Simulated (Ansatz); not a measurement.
The starting structures come from a database of crystals and need not be the phases stable at ambient conditions.

 Where the default PAW files enter, the runs use the earlier of Ansatz's two default sets.

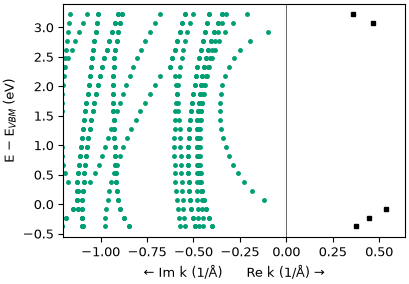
Figure. Complex bands at the centre of the two-dimensional zone; r2SCAN (Ansatz, an electronic-structure program)

The gap is the functional's own. No spin-orbit coupling. Mid-gap values are interpolated on the energy grid.

Q: This is Ba$_{2}$TaBiO$_{6}$ (R-3, not sure to be the ambient phase, 10 atoms a cell, 16.2 Å³ an atom, -4 GPa at this level) along the normal of (101). Read off the slowest decay at the centre of the two-dimensional zone at 1.43 eV, the computed energy nearest the middle of the gap.

A: κ ≈ 0.36 1/Å, a decay length 1/(2κ) of the density of 1.4 Å.
